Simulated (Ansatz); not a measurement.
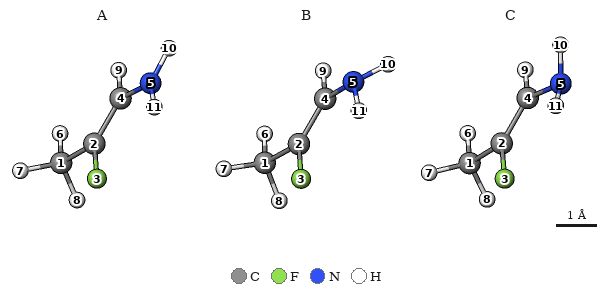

3 geometries from a converged minimum-energy path of C3H6FN, shuffled. A ball-and-stick model, seen from a free direction.

Computed with RHF/def2-SVP in Ansatz. Run with 7 movable images; climbing image; force threshold 0.05 eV/Å; iteration limit 50; starting path through a guess of the saddle point.

One of them is the converged climbing image. Which?

A. In order along the path, whose images run from 0 to 8: C (image 1, 0.004 eV), A (image 4, +0.085 eV), B (image 8, 0.000 eV). The motion is an umbrella inversion at N5. No bond forms or breaks between the ends. Bond angles that change up to the highest image, for instance: H10–N5–H11 110.7° → 118.7°, C4–N5–H10 113.6° → 120.9°.

The run took 3.1 min on 1 thread of Intel(R) Xeon(R) Platinum 8259CL CPU @ 2.50GHz (Skylake/Cascade Lake), with other jobs on the host, peak memory 0.22 GiB.
